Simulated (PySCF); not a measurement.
## Electronic structure of CH4B2F4Si in real space

```tsv
atom	x (Å)	y (Å)	z (Å)
B	-0.7599	1.8013	-0.3994
Si	-0.1292	0.2115	0.5521
B	-1.3433	-1.3622	0.4283
F	-2.4857	-1.3077	1.0729
C	1.5418	-0.3704	-0.3185
F	2.1045	-1.4518	0.2610
F	2.5007	0.5792	-0.3403
F	1.3305	-0.7110	-1.6115
H	-1.2988	2.6690	0.1672
H	-0.6719	1.8899	-1.5619
H	0.3929	0.3937	1.9257
H	-1.1804	-2.3421	-0.2016
```

Geometry: GFN2-xTB.

All numbers below come from PySCF 2.14.0, B3LYP/def2-SVPD, SCF density, gas phase.

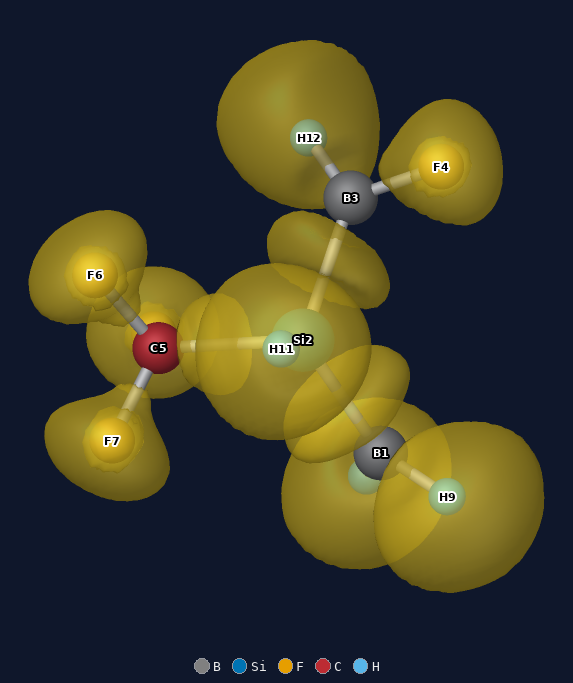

Figure 1. Isosurface of the ELF at 0.75 (yellow), seen across its widest extent. Only the valence region is drawn (cores and ρ < 0.01 e/Å³ removed).

Describe the localisation domains.

Answer. The surface consists of two regions between bonded B–Si atoms (shared pairs), one region between bonded C–Si atoms (shared pairs), four regions around hydrogen nuclei and four regions on F in which the atom's valence shell and bonds are merged.


B–F (1.31 Å): the ELF peaks at about 0.85 between the atoms; a polar covalent bond. C–F (1.35 Å): the ELF peaks at about 0.85 between the atoms (a polar covalent bond).

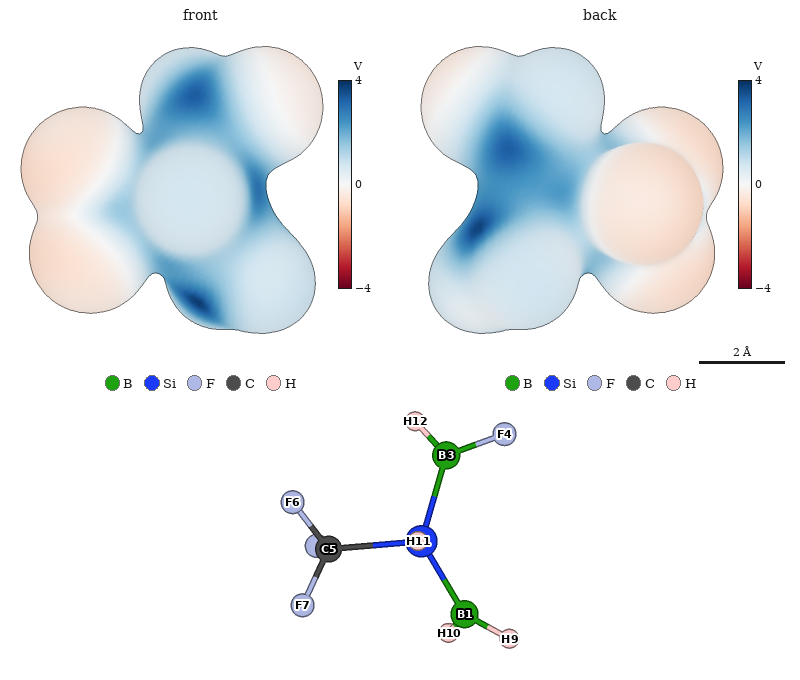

Figure 2. The electrostatic potential painted on the density surface at 0.004 e/bohr³, seen from the front and from behind; the colour scale runs from red (negative) to blue (positive). The bare structure is drawn below in the same view.

Which sites attract a positive test charge, and which a negative one?

Answer. A positive charge is drawn to the negative regions and a negative charge to the positive ones. The most negative region (about −0.7 V) lies over F6, F7 and F8, the most positive (about +3.5 V) over B1.

What dipole moment does the calculation give?

Answer. Its dipole moment is 2.37 D.

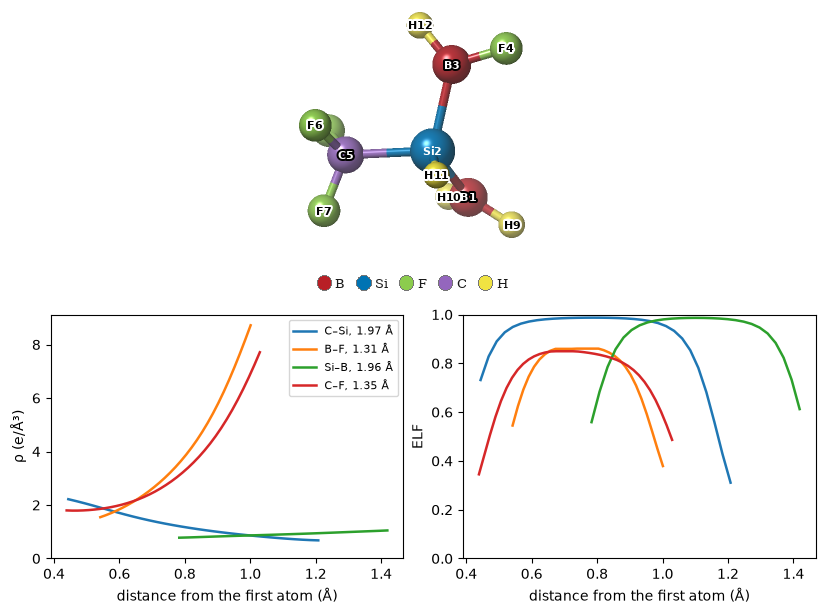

Figure 3. Total electron density and ELF along straight lines between neighbouring atoms. The curves leave out the atomic cores. The structure is drawn too.

What can be read from the curves?

Answer. C–Si (1.97 Å): ρ at the midpoint is about 0.88 e/Å³; the ELF peaks at about 1 between the atoms: a covalent bond.
B–F (1.31 Å): ρ is about 2.2 e/Å³ halfway; the ELF peaks at about 0.85 between the atoms (a shared but strongly polarised pair).
Si–B (1.96 Å): ρ at the midpoint is about 0.85 e/Å³; the ELF peaks at about 1 between the atoms (a shared electron pair).
C–F (1.35 Å): ρ is about 2.3 e/Å³ halfway, with its minimum of 1.8 e/Å³ about 0.5 Å from C; the ELF peaks at about 0.85 between the atoms; a polar covalent bond.
